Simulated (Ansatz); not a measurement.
# AlFH₅OSi (charge +1): what the fields show

Input

```
crystal:
  periodic: [false, false, false]
  atoms:
    - { symbol: F, position_ang: [-1.1584, 2.3651, -1.579] }
    - { symbol: Al, position_ang: [-0.53137, 0.86616, -1.50987] }
    - { symbol: O, position_ang: [-0.13937, 0.44462, 0.1708] }
    - { symbol: Si, position_ang: [0.53053, -1.03328, 1.07353] }
    - { symbol: H, position_ang: [-0.22558, -0.17684, -2.51966] }
    - { symbol: H, position_ang: [-0.92322, 1.29468, -2.9362] }
    - { symbol: H, position_ang: [1.83037, -0.49993, 1.46427] }
    - { symbol: H, position_ang: [0.4912, -2.00312, -0.01267] }
    - { symbol: H, position_ang: [-0.48841, -1.12986, 2.11358] }
total_charge: 1
magnetization:
  spin_polarized: true
basis:
  gaussian: { orbitals: "6-31G" }
hamiltonian:
  xc: blyp
  dispersion: d4
relax:
  f_tol: 0.02
  max_steps: 50
output:
  orbitals: {}
```

Command:

```sh
ansatz run input.yaml --threads 1 --pin off --max-ram 2048MiB --backend cpu --events-out ev --progress --plain --runs-dir out
```

The fields are those of the relaxed geometry.

At this geometry the atoms fall into two loosely joined parts.

All numbers below come from UKS BLYP-D4/6-31G in Ansatz.

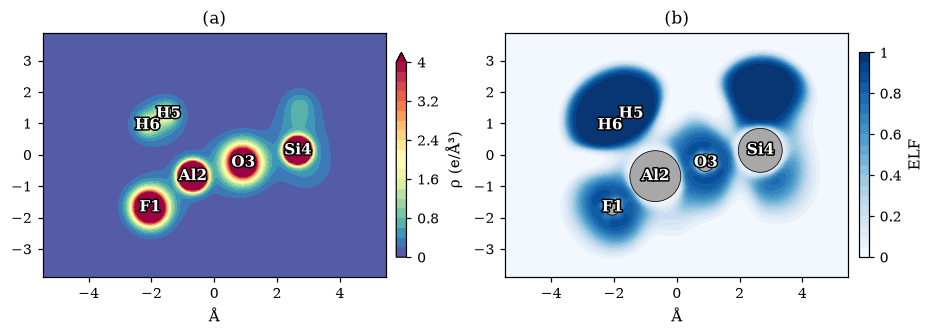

Figure 1. (a) electron density; (b) ELF on the plane of atoms F1, Al2 and O3. Grey discs cover the atomic cores in the ELF map.

> Interpret the plot.

The plane passes through F, Al, O, Si and H nuclei. Al–O (1.65 Å): ρ at the midpoint is about 0.8 e/Å³; the ELF peaks at about 0.80 in the valence shell of O, 0.6 Å from its nucleus, and is about 0.25 at the midpoint. Al–F (1.69 Å): ρ at the midpoint is about 0.69 e/Å³; the ELF peaks at about 0.80 in the valence shell of F, 0.5 Å from its nucleus, and is about 0.30 at the midpoint. Si–O (1.79 Å): the density is about 0.66 e/Å³ at the midpoint; the ELF peaks at about 0.85 between the atoms: a polar covalent bond. H–H (0.76 Å): ρ is about 1.6 e/Å³ halfway; the ELF peaks at about 1 between the atoms. The ELF also peaks beside F1 and O3, away from the bonds: lone-pair regions.

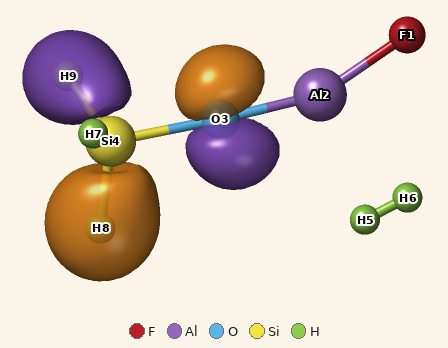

Figure 2. One frontier orbital at ±0.15 Å⁻³ᐟ² (orange and purple are the two phases), seen across its widest extent.

> Which orbital is it: HOMO or LUMO?

The HOMO, at −12.30 eV. It lies mainly on O3 (about 30 %), Si4 (about 25 %), H8 (about 20 %) and H9 (about 15 %).
